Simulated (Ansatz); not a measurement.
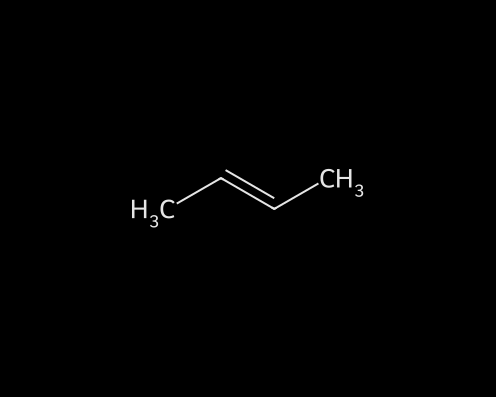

Skeletal drawing of a molecule.

Question: Transcribe the drawing into SMILES.

Answer: C/C=C/C

Question: What is the molecular formula?

Answer: C4H8.

Question: An optimisation with PBE0-D4/def2-TZVP gave a structure of which point group?

Answer: C2h.

More results for the same structure follow; atom numbers are the same in all pictures, views and colours differ. The computed structure is the end point of a PBE0-D4/def2-TZVP optimisation.

Shape

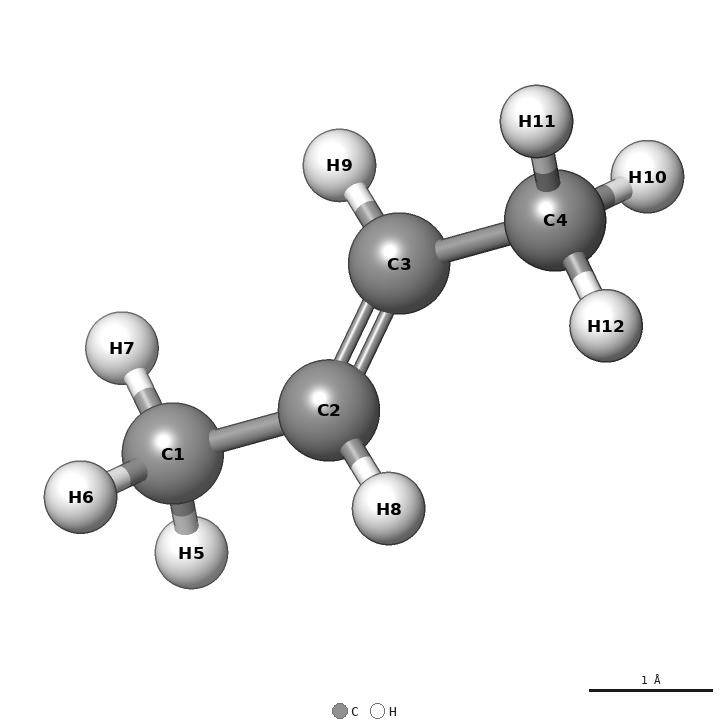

The atoms are numbered.

Which atoms are bonded, and how long are the bonds?

```json
{"bond": "C1–C2", "length (Å)": "1.490", "order": "single"}
{"bond": "C1–H5", "length (Å)": "1.095", "order": "single"}
{"bond": "C1–H6", "length (Å)": "1.095", "order": "single"}
{"bond": "C1–H7", "length (Å)": "1.092", "order": "single"}
{"bond": "C2–C3", "length (Å)": "1.327", "order": "double"}
{"bond": "C2–H8", "length (Å)": "1.090", "order": "single"}
{"bond": "C3–C4", "length (Å)": "1.490", "order": "single"}
{"bond": "C3–H9", "length (Å)": "1.090", "order": "single"}
{"bond": "C4–H10", "length (Å)": "1.095", "order": "single"}
{"bond": "C4–H11", "length (Å)": "1.095", "order": "single"}
{"bond": "C4–H12", "length (Å)": "1.092", "order": "single"}
```

Levels of theory compared

Program: Ansatz 0.2.0.

Tabulate HOMO–LUMO gap (eV) at these levels: B3LYP-D4/def2-TZVPP; B97M-V/def2-TZVPP; BHLYP-D4/def2-TZVPP; BLYP-D4/def2-TZVPP; HSE06 (plane-wave form)-D4/def2-TZVPP; PBE0-D4/def2-QZVPP; PBE0-D4/def2-SVP; SPW92 (LDA)/def2-TZVPP; r2SCAN-D4/def2-TZVPP; r2SCAN0-D4/def2-TZVPP; ωB97M-V/def2-QZVPP.

```json
{"level": "B3LYP-D4/def2-TZVPP", "HOMO–LUMO gap (eV)": "7.18"}
{"level": "B97M-V/def2-TZVPP", "HOMO–LUMO gap (eV)": "6.00"}
{"level": "BHLYP-D4/def2-TZVPP", "HOMO–LUMO gap (eV)": "9.75"}
{"level": "BLYP-D4/def2-TZVPP", "HOMO–LUMO gap (eV)": "5.46"}
{"level": "HSE06 (plane-wave form)-D4/def2-TZVPP", "HOMO–LUMO gap (eV)": "6.85"}
{"level": "PBE0-D4/def2-QZVPP", "HOMO–LUMO gap (eV)": "7.57"}
{"level": "PBE0-D4/def2-SVP", "HOMO–LUMO gap (eV)": "7.80"}
{"level": "SPW92 (LDA)/def2-TZVPP", "HOMO–LUMO gap (eV)": "5.40"}
{"level": "r2SCAN-D4/def2-TZVPP", "HOMO–LUMO gap (eV)": "5.91"}
{"level": "r2SCAN0-D4/def2-TZVPP", "HOMO–LUMO gap (eV)": "7.91"}
{"level": "ωB97M-V/def2-QZVPP", "HOMO–LUMO gap (eV)": "11.30"}
```

Vibrations

Harmonic vibrations computed with RKS PBE0-D4/def2-TZVP (Ansatz 0.2.0) at a stationary point of the same level.

Question: List the wavenumbers.

Answer: 30 modes: 180, 234, 248, 280, 504, 761, 882, 984, 1001, 1063, 1069, 1099, 1173, 1323, 1330, 1405, 1405, 1470, 1470, 1479, 1488, 1763, 3035, 3035, 3088, 3088, 3119, 3119, 3135, 3143 cm⁻¹.

Charges

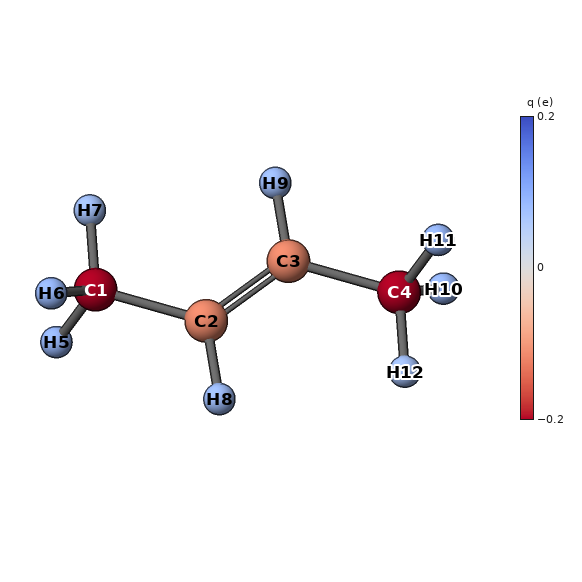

Atoms are coloured by their Mulliken charges. Method: RKS B3LYP-D4/def2-TZVPP (Ansatz 0.2.0).

Give the Mulliken charges atom by atom.

| atom | value (e) |
| --- | --- |
| C1 | −0.20 |
| C2 | −0.11 |
| C3 | −0.11 |
| C4 | −0.20 |
| H5 | 0.08 |
| H6 | 0.08 |
| H7 | 0.07 |
| H8 | 0.08 |
| H9 | 0.08 |
| H10 | 0.08 |
| H11 | 0.08 |
| H12 | 0.07 |

Mulliken values depend strongly on the basis set and can even reverse the polarity of a bond.
